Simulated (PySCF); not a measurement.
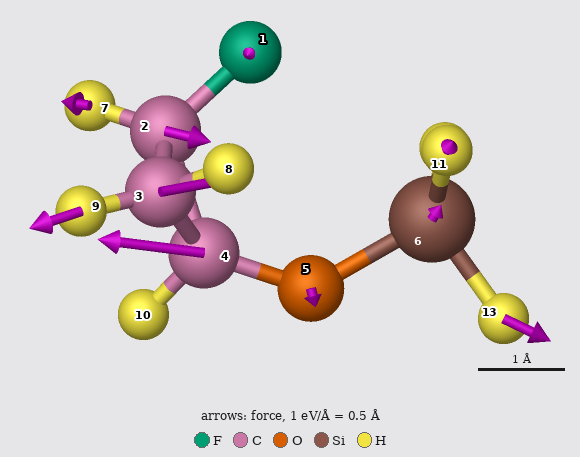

Starting geometry of C3H7FOSi with the computed forces as purple arrows. The picture is a ball-and-stick view, seen at a tilt.

The start comes from GFN2-xTB. Its atoms were then displaced at random by about 0.01 Å.

Method: PySCF, PBE0-D3(BJ)/def2-SVP geometry optimisation, gas phase. 

**Is this structure relaxed? If not, where do the atoms go?**

It isn't relaxed: the largest force vector, on a C atom, is 2.59 eV/Å. The final displacements have little in common with the starting forces (cosine between the two patterns 0.00). An H atom moves most after the best rigid fit: 0.70 Å. By element the largest moves are H 0.70 Å, O 0.62 Å, F 0.50 Å, C 0.27 Å, Si 0.12 Å. Among the contacts that change: H–Si 1.438 → 1.491 Å, C–O 1.331 → 1.375 Å, O–Si 1.638 → 1.678 Å, H–Si 1.457 → 1.494 Å. Bond angles that change, for instance: O–Si–H 96.0° → 105.9°, C–C–O 125.3° → 119.1°, C–C–O 122.8° → 117.7°. Groups turn about C–O by about 60°, O–Si by about 45°. After 16 geometry steps the energy has fallen by 5.96 kcal/mol. Cost: 92 s on 1 thread of Arm Neoverse V1, on a shared host.
